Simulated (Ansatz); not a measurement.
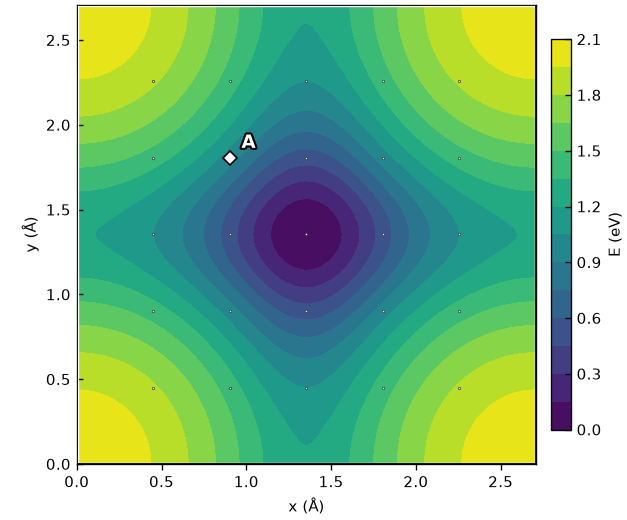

Si on a Rh(100) slab cut from the Fm-3m phase, its upper half relaxed before the scan (12 atoms of substrate and one adsorbate in a 2 × 2 cell). Si is moved over the surface cell; relaxed at each place: the height of the adsorbate's atoms; substrate rigid; the origin of the map has the adsorbate above Rh9. Places are given modulo a cell vector. The map is drawn in real space over the plane of the surface. The scan uses a 6 × 6 grid; 10 points were computed and 26 follow by symmetry. Places are given in fractions of the 1 × 1 surface cell. Energies are in eV, from the lowest grid point. These are results of DFT PBE, scalar-relativistic, plane waves, PAW (Ansatz), not measurements. Settings: cutoff 420 eV, k-mesh 5×5×1, gaussian smearing 0.1 eV, no spin polarisation.

Drawn: filled contours, dots at the grid points, the outline of one cell of the plane, the point A. Between grid points the surface is interpolated.

> Which way does the force act at A, and how strong is it?

A, at (2/6, 4/6) of the cell vectors, is not a stationary point. The computed force is 1.9 eV/Å in the plane, pointing down and right in the picture (components 1.3 and −1.3 eV/Å).

PAW datasets: the set soft_1.
